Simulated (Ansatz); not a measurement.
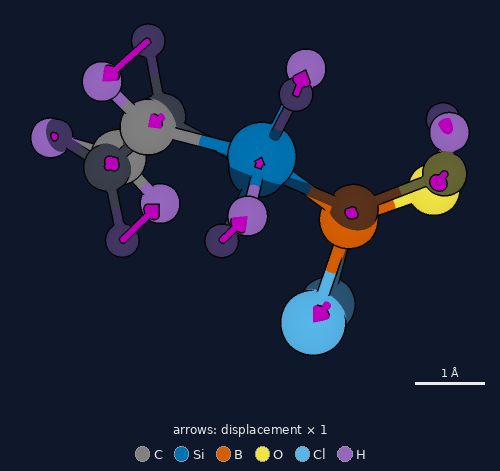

This is a relaxation of C₂H₆BClOSi (coarse preliminary run). The starting structure is drawn faded, the final one solid; purple arrows show the displacements, at their true length. The two geometries are superimposed by the best rigid fit.

Style: ball-and-stick. Shown from a free direction.

The start comes from a force field.

Level of theory: RKS PBE-D4/def2-SVP in Ansatz 0.2.0.

The input:
```yaml
crystal:
  periodic: [false, false, false]
  atoms:
    - {symbol: C, position_ang: [-0.678800, -1.495700, 1.342500]}
    - {symbol: C, position_ang: [0.364600, -0.708300, 1.181700]}
    - {symbol: Si, position_ang: [0.902200, -0.152900, -0.501400]}
    - {symbol: B, position_ang: [-0.286500, 1.078700, -1.263400]}
    - {symbol: O, position_ang: [0.030400, 2.432500, -1.591000]}
    - {symbol: Cl, position_ang: [-2.075200, 0.508900, -1.617800]}
    - {symbol: H, position_ang: [-1.291500, -1.753800, 0.476600]}
    - {symbol: H, position_ang: [-1.000900, -1.747300, 2.314800]}
    - {symbol: H, position_ang: [0.951700, -0.400800, 2.095900]}
    - {symbol: H, position_ang: [1.106500, -1.320900, -1.341300]}
    - {symbol: H, position_ang: [2.211000, 0.544800, -0.329100]}
    - {symbol: H, position_ang: [-0.156500, 2.959600, -0.733600]}
basis:
  gaussian: {orbitals: def2-SVP}
hamiltonian: {xc: pbe, dispersion: d4}
relax: {f_tol: 0.03, max_steps: 200}
```

Launched with:
```bash
ansatz run in.yaml --threads 4 --pin off --events-out ev --progress --plain --max-ram 10444MiB
```

> Which element moves most?

Hydrogen: up to 1.14 Å, against 0.59 Å for oxygen.

> What did the optimiser do to the structure, and how much energy did it gain?

The largest move after the best rigid fit is that of H9, 1.14 Å. Largest moves by element: H 1.14 Å, O 0.59 Å, Cl 0.43 Å, C 0.34 Å, B 0.25 Å, Si 0.19 Å. Near-neighbour distances that change, for instance: Si3–B4 1.874 → 2.038 Å, B4–Cl6 1.910 → 1.782 Å, B4–O5 1.428 → 1.356 Å, Si3–H10 1.453 → 1.511 Å. Among the angles between lasting bonds that change: B4–O5–H12 104.8° → 112.0°, H7–C1–H8 120.2° → 116.3°, C1–C2–Si3 121.3° → 125.1°. Groups turn about B4–O5 by about 85°, C2–Si3 by about 55°. After 23 accepted moves (26 points after the start) the energy has fallen by 117.3 kJ/mol. Largest force component: 3.1 eV/Å at the start, 0.029 eV/Å at the end. The line search rejected the trial steps at points 7, 14, 17 of the run. The forces were under the threshold at step 24, but the run went on from there.
